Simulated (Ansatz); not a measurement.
Consider C3H7NO2Si.

Input file:

```
crystal:
  periodic: [false, false, false]
  atoms:
    - symbol: C
      position_ang: [1.072251, -1.074340, -1.116616]
    - symbol: C
      position_ang: [-0.168349, -0.576966, -0.957727]
    - symbol: C
      position_ang: [-0.515083, 0.890126, -0.672999]
    - symbol: "N"
      position_ang: [-3.631513, -0.999753, 0.662229]
    - symbol: O
      position_ang: [-1.892149, 0.982889, -0.321197]
    - symbol: O
      position_ang: [-1.299009, -1.344666, -1.048284]
    - symbol: Si
      position_ang: [-2.712650, -0.449844, -0.663333]
    - symbol: H
      position_ang: [1.945053, -0.413078, -1.026546]
    - symbol: H
      position_ang: [1.227715, -2.137152, -1.346064]
    - symbol: H
      position_ang: [-0.310832, 1.515379, -1.573507]
    - symbol: H
      position_ang: [0.109591, 1.289444, 0.154778]
    - symbol: H
      position_ang: [-3.626613, -0.429337, -1.842368]
    - symbol: H
      position_ang: [-3.260149, -1.093907, 1.608516]
    - symbol: H
      position_ang: [-4.538163, -1.450639, 0.539518]
basis:
  gaussian: {orbitals: def2-SVPD}
hamiltonian: {xc: {name: PBE0}}
output: {forces: true, orbitals: {seedname: orbitals}}
```

Command:

```sh
ansatz run input.yaml --threads 4 --pin off --max-ram 7830MiB --events-out events.jsonl --progress --plain --runs-dir runs
```

Geometry: PBE-D3(BJ)/def2-SVP.

These are results of isolated molecule in a Gaussian basis; Kohn-Sham density functional theory, functional PBE0 in Ansatz, not measurements.

Predict the electron density and electron localisation function between the atoms.

C–C (1.35 Å): ρ at the midpoint is about 2.2 e/Å³; the ELF peaks at about 0.95 between the atoms (localised, covalent bonding).
C–O (1.37 Å): ρ is about 2.2 e/Å³ halfway, with its minimum of 1.9 e/Å³ about 0.5 Å from C; the ELF peaks at about 0.85 between the atoms: a polar covalent bond.
Si–O (1.69 Å): the density is about 1.1 e/Å³ at the midpoint; the ELF peaks at about 0.90 between the atoms; a shared but strongly polarised pair.
C–O (1.42 Å): ρ is about 2 e/Å³ halfway, with its minimum of 1.7 e/Å³ about 0.5 Å from C; the ELF peaks at about 0.85 between the atoms; a polar covalent bond.

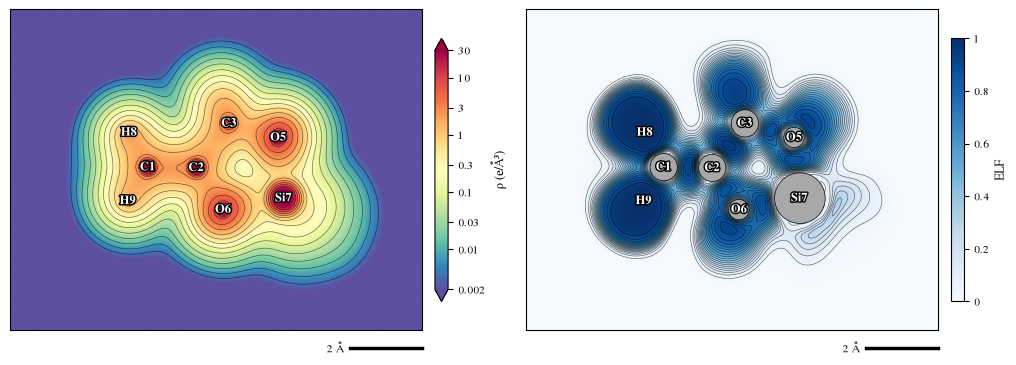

Computed electron density and electron localisation function on the plane of atoms O5, Si7 and O6, in this order. Grey discs cover the atomic cores in the ELF map. 
